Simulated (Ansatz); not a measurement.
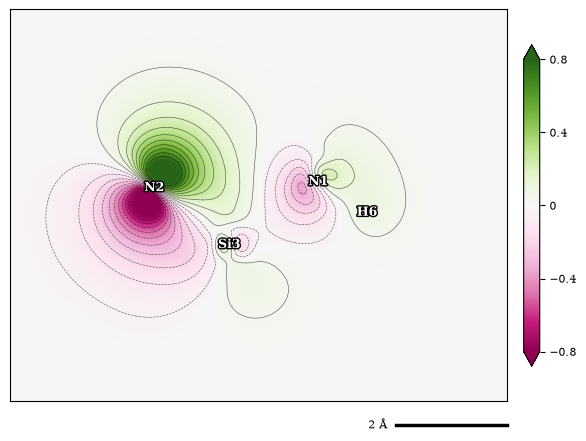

*H7N2Si (SMILES N[SiH2][NH3+]) (charge +1). The HOMO on the plane of atoms N1, Si3 and N2 (values in Å⁻³ᐟ²; the overall sign is arbitrary).*

Geometry: B3LYP-D3(BJ)/def2-SVP.

Computed with isolated molecule in a Gaussian basis; Kohn-Sham density functional theory, functional PBE0 (Ansatz 0.2.0).

Input

```
crystal:
  periodic: [false, false, false]
  atoms:
    - {symbol: N, position_ang: [-0.582663, -2.349440, -0.448988]}
    - {symbol: "N", position_ang: [-0.031208, 0.493801, -0.980488]}
    - {symbol: Si, position_ang: [0.741676, -0.910939, -0.465408]}
    - {symbol: H, position_ang: [-0.990498, -2.505949, -1.380940]}
    - {symbol: H, position_ang: [-1.369312, -2.139482, 0.180664]}
    - {symbol: H, position_ang: [-0.188062, -3.250147, -0.141888]}
    - {symbol: H, position_ang: [-0.016695, 0.819652, -1.943597]}
    - {symbol: H, position_ang: [-0.403306, 1.193614, -0.343494]}
    - {symbol: H, position_ang: [1.109605, -0.921837, 0.962039]}
    - {symbol: H, position_ang: [1.690049, -1.482811, -1.438373]}
basis:
  gaussian: {orbitals: def2-TZVPD}
hamiltonian: {xc: {name: PBE0}}
output: {forces: true, orbitals: {seedname: orbitals}}
total_charge: 1
```

Run with:

```sh
ansatz run input.yaml --threads 1 --pin off --max-ram 2610MiB --events-out events.jsonl --progress --plain --runs-dir runs
```

Q: What is the character of this orbital?

A: Its weight (Hirshfeld) is mainly on N2 (about 70 %); largely a lone pair of N2. Its energy is −12.91 eV.
